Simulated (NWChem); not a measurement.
**One shape, several levels: SnH2F2 (SMILES [F][SnH2][F])**

Aim: a comparison of 6 runs (HF/STO-3G, HF/3-21G, HF/def2-SVP, B3LYP/def2-SVP, M06-2X/def2-SVP, PBE0/def2-SVP) of SnH2F2. 

The calculation is run with NWChem 7.3.0.

14 further runs of the same task are left out: 2 that didn't finish, 12 set aside as unsound or not needed.

### Step 1. The molecule

SnH2F2 has 5 atoms, charge 0, and is taken as a singlet. SMILES: `[F][SnH2][F]`. The Sn2–F3 distance was set to 2.481 Å, away from the relaxed value.

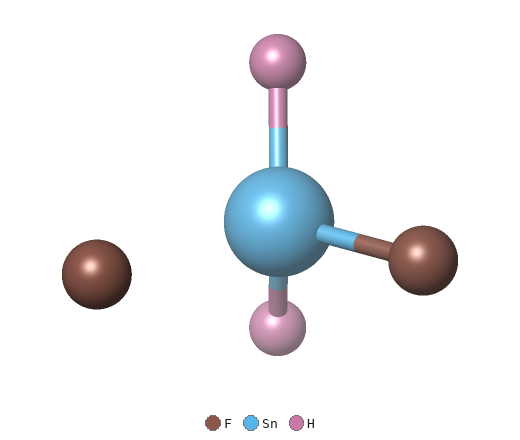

The structure, seen from a chosen angle (fluorine brown, tin blue, hydrogen pink).

### Step 2. The energy at HF/STO-3G (run 1)

Contents of f2h2sn.nw:

```
start f2h2sn
memory 2200 mb

geometry noautosym nocenter noautoz
   F     0.064548   -0.711486    1.929268
   Sn    0.536948   -0.428386    0.101668
   F    -1.231200    1.110700   -0.712400
   H     0.320648   -1.902286   -0.701232
   H     1.991248    0.436914    0.092868
end

basis spherical bse
   * library STO-3G
end

scf
   thresh 1e-08
   maxiter 80
end

task scf
```

Command:

```
nwchem f2h2sn.nw > f2h2sn.out
```

What it wrote:

```text
[...]
  functions       =    39
[...]
  wavefunction    = RHF
[...]
         Total SCF energy =  -6160.434825499927
      One-electron energy =  -9066.135389021776
      Two-electron energy =   2635.054421894145
 Nuclear repulsion energy =    270.646141627705
        Time for solution =      5.2s
[...]
```

Wall time 6.3 s (1 thread of INTEL XEON PLATINUM 8581C at 2.10GHz (Emerald Rapids), shared host); peak memory 0.099 GiB.

### Step 3. A single-point energy at HF/3-21G (run 2)

Contents of work.xyz:

```xyz
5

F      0.064548    -0.711486     1.929268
Sn     0.536948    -0.428386     0.101668
F     -1.231200     1.110700    -0.712400
H      0.320648    -1.902286    -0.701232
H      1.991248     0.436914     0.092868
```

Contents of work.nw:

```
start work
memory total 2200 mb

geometry noautosym nocenter noautoz
   load format xyz work.xyz
end

basis spherical bse
   * library 3-21G
end

scf
   singlet
   rhf
   thresh 1e-08
   maxiter 80
end

task scf energy
```

Command:

```
nwchem work.nw > work.out
```

What it wrote:

```text
[...]
  functions       =    53
[...]
  wavefunction    = RHF
[...]
         Total SCF energy =  -6195.203442190716
      One-electron energy =  -9090.135664902953
      Two-electron energy =   2624.286081084532
 Nuclear repulsion energy =    270.646141627705
        Time for solution =      5.3s
[...]
```

Wall time 6.3 s (1 thread of INTEL XEON PLATINUM 8581C at 2.10GHz (Emerald Rapids), shared host); peak memory 0.099 GiB.

Run 3 isn't shown in full; the table further down has it.

### Step 4. A single-point energy at B3LYP/def2-SVP (core potential) (run 4)

Contents of f2h2sn.nw:

```
start f2h2sn
title "F2H2Sn B3LYP"
memory stack 880 mb heap 220 mb global 1100 mb

geometry noautosym nocenter noautoz
  F        0.064548      -0.711486       1.929268
  Sn       0.536948      -0.428386       0.101668
  F       -1.231200       1.110700      -0.712400
  H        0.320648      -1.902286      -0.701232
  H        1.991248       0.436914       0.092868
end

basis spherical bse
  F library def2-SVP
  Sn library def2-SVP
  H library def2-SVP
end

ecp bse
  Sn library def2-SVP
end

dft
  xc b3lyp
  grid xfine
  convergence energy 1e-08
  maxiter 100
  mulliken
  print low
end

task dft energy
```

Command:

```
nwchem f2h2sn.nw > f2h2sn.out
```

What it wrote:

```text
[...]
 d= 0,ls=0.0,diis     1   -414.8811702382 -5.44D+02  1.07D-01  1.22D+00     1.6
[...]
 d= 0,ls=0.0,diis    12   -415.0649465805 -1.18D-09  2.36D-07  4.01D-10    16.1
         Total DFT energy =     -415.064946580507
      One electron energy =     -914.832362546914
           Coulomb energy =      410.020302540322
    Exchange-Corr. energy =      -39.786155374428
 Nuclear repulsion energy =      129.533268800512
[...]
      Total Density - Mulliken Population Analysis
     ---------------------------------------------
    Atom       Charge   Shell Charges
 -----------   ------   -------------------------------------------------------
    1 F    9     9.41   1.99  1.12  0.84  3.32  2.13  0.00
    2 Sn  22    21.04   0.42  1.60  1.11  0.17  2.75  3.25  1.19  0.36  9.74  0.45
    3 F    9     9.46   1.99  1.12  0.86  3.27  2.21  0.00
    4 H    1     1.05   0.68  0.36  0.01
    5 H    1     1.05   0.68  0.36  0.01
[...]
```

Run time: 17 s. Hardware: 1 thread of INTEL XEON PLATINUM 8581C at 2.10GHz (Emerald Rapids), shared host; peak memory 0.13 GiB.

Run 5 isn't shown in full; the table further down has it.

### Step 5. The energy at PBE0/def2-SVP (core potential) (run 6)

Contents of f2h2sn.nw:

```
start f2h2sn
memory stack 880 mb heap 220 mb global 1100 mb
charge 0
geometry noautosym nocenter noautoz
  F      0.064548    -0.711486     1.929268
  Sn     0.536948    -0.428386     0.101668
  F     -1.231200     1.110700    -0.712400
  H      0.320648    -1.902286    -0.701232
  H      1.991248     0.436914     0.092868
end
basis "ao basis" spherical bse
  * library def2-SVP
end
ecp bse
  Sn library def2-SVP
end
dft
  xc pbe0
  grid xfine
  convergence energy 1e-08
  iterations 100
  mulliken
end
task dft energy
```

Command:

```
nwchem f2h2sn.nw > f2h2sn.out
```

What it wrote:

```text
[...]
          Wavefunction type:  closed shell.
          No. of atoms     :     5
          No. of electrons :    42
[...]
          Charge           :     0
          Spin multiplicity:     1
[...]
          AO basis - number of functions:    64
[...]
              XC Information
              --------------
                         PBE0 Method XC Functional
                     Hartree-Fock (Exact) Exchange  0.250
          PerdewBurkeErnzerhof Exchange Functional  0.750
            Perdew 1991 LDA Correlation Functional  1.000 local
           PerdewBurkeErnz. Correlation Functional  1.000 non-local
[...]
 d= 0,ls=0.0,diis     1   -414.6192145061 -5.44D+02  1.05D-01  1.24D+00     1.8
[...]
 d= 0,ls=0.5,diis    36   -414.8014914012 -9.36D-09  2.30D-06  6.65D-09    48.9
         Total DFT energy =     -414.801491405863
      One electron energy =     -914.824428649929
           Coulomb energy =      410.009263762894
    Exchange-Corr. energy =      -39.519595319340
 Nuclear repulsion energy =      129.533268800512
[...]
      Total Density - Mulliken Population Analysis
     ---------------------------------------------
    Atom       Charge   Shell Charges
 -----------   ------   -------------------------------------------------------
    1 F    9     9.42   1.99  1.12  0.84  3.31  2.16  0.00
    2 Sn  22    21.03   0.42  1.60  1.09  0.17  2.75  3.25  1.21  0.34  9.74  0.45
    3 F    9     9.47   1.99  1.12  0.87  3.26  2.24  0.00
    4 H    1     1.04   0.67  0.36  0.01
    5 H    1     1.04   0.67  0.36  0.01
[...]
```

It took 51 s on 1 thread of INTEL XEON PLATINUM 8581C at 2.10GHz (Emerald Rapids), shared host; peak memory 0.13 GiB.

### Step 6. The series

| run | level | core potential | iteration cap | energy (Eh) | dipole moment (D) | HOMO energy (eV) | LUMO energy (eV) | wall time |
| --- | --- | --- | --- | --- | --- | --- | --- | --- |
| 1 | HF/STO-3G | – | 80 | -6160.434825 | 2.49 | -7.52 | 6.34 | 6.3 s |
| 2 | HF/3-21G | – | 80 | -6195.203442 | 5.24 | -11.97 | 1.40 | 6.3 s |
| 3 | HF/def2-SVP (core potential) | def2-SVP | 80 | -413.181299 | 6.15 | -13.06 | 0.68 | 7.5 s |
| 4 | B3LYP/def2-SVP (core potential) | def2-SVP | 100 | -415.064947 | – | – | – | 17 s |
| 5 | M06-2X/def2-SVP (core potential) | def2-SVP | 100 | -414.847891 | 5.41 | -10.40 | -1.60 | 20 s |
| 6 | PBE0/def2-SVP (core potential) | def2-SVP | 100 | -414.801491 | 5.11 | -8.46 | -2.69 | 51 s |

### Step 7. Summary of results

| quantity | value |
| --- | --- |
| run 6: total energy | -414.80149 Eh |
| run 6: dipole moment | 5.11 D |
| run 6: HOMO energy | -8.46 eV |
| run 6: LUMO energy | -2.69 eV |
| run 6: HOMO–LUMO gap | 5.77 eV |

In words: Over runs 1, 2, 3, 5, 6 the dipole moment (its size) runs from 2.49 D (HF/STO-3G) to 6.15 D (HF/def2-SVP). The two ends differ in basis and core potential. Over runs 1, 2, 3, 5, 6 the HOMO–LUMO gap runs from 5.77 eV (PBE0/def2-SVP) to 13.86 eV (HF/STO-3G). The two ends differ in method and basis and core potential. Totals of different functionals can't be ranked against each other. Some runs of one species differ in core potentials or relativity; totals across that change don't compare. In run 1 the basis is minimal, so the values are rough. In runs 1, 2 relativity is left out where basis or elements ask for it. All runs together took 1.8 min, the longest 51 s.
